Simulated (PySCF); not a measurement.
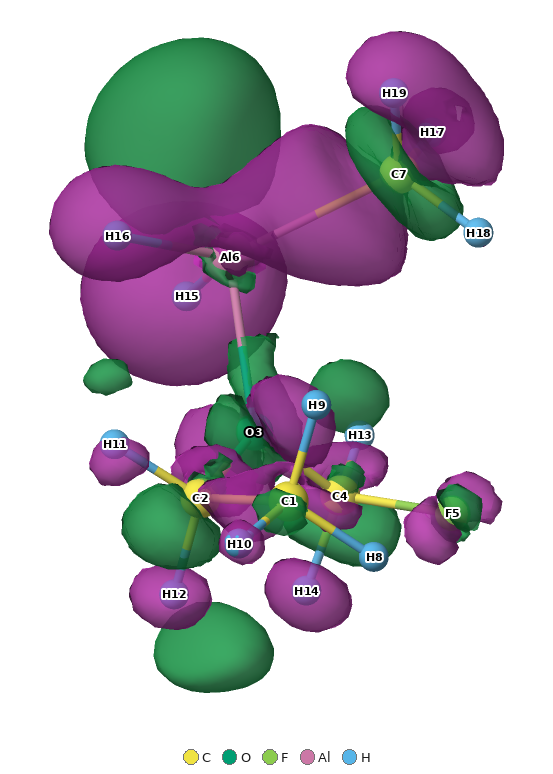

C$_{4}$H$_{12}$AlFO, SMILES `CC[O+](CF)[AlH2-][CH3]`. Dual descriptor f⁺ − f⁻ at ±0.015 e/Å³ (green positive, purple negative).

Method: BLYP/def2-SVP; geometry: GFN2-xTB; program: PySCF. No frequency check shows the geometry to be a minimum.

Which atoms come out as electrophilic, and which as nucleophilic?

Electrophilic (positive): Al6 (+0.08) and H12 (+0.06). Nucleophilic (negative): H15 (−0.17) and C7 (−0.09). f⁻ (Hirshfeld-condensed) is largest on H15 (0.22) and Al6 (0.20); the vertical ionisation energy is 8.77 eV (the stability of the cation's solution wasn't checked). f⁺ (Hirshfeld-condensed) is largest on Al6 (0.27); the vertical electron affinity is −2.21 eV (the stability of the anion's solution wasn't checked; negative, but this basis has no diffuse functions, so it doesn't show that the anion is unbound).
